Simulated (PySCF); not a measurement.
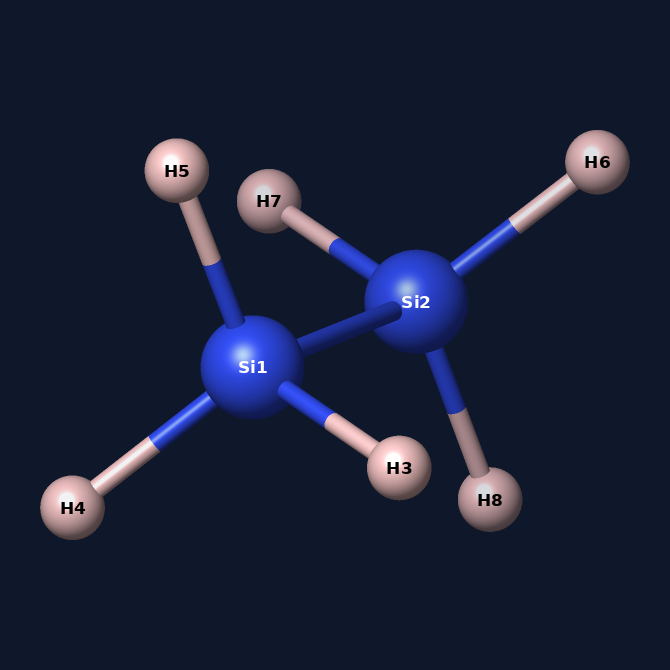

The geometry was computed by an optimisation with PBE0-D3(BJ)/def2-SVP. No frequency run is at hand to confirm it as a minimum. Method: B3LYP/aug-cc-pVTZ-J indirect spin-spin coupling, non-relativistic, gas phase (PySCF 2.14.0). Isotopes: 1H, 29Si.

Give the spin–spin coupling constants of these pairs, with the number of bonds between them: Si1/Si2, Si1/H5, Si2/H7, Si2/H6, Si1/H7, Si1/H6, Si2/H4, H3/H5, H4/H5, H6/H7, H3/H7, H4/H6, H5/H8, H5/H7.

```csv
pair,bonds apart,J (Hz)
"Si1, Si2",1,67.3
"Si1, H5",1,−207.9
"Si2, H7",1,−207.6
"Si2, H6",1,−207.9
"Si1, H7",2,−7.9
"Si1, H6",2,−7.8
"Si2, H4",2,−7.8
"H3, H5",2,3.0
"H4, H5",2,2.8
"H6, H7",2,2.9
"H3, H7",3,14.7
"H4, H6",3,14.7
"H5, H8",3,14.7
"H5, H7",3,−0.9
```
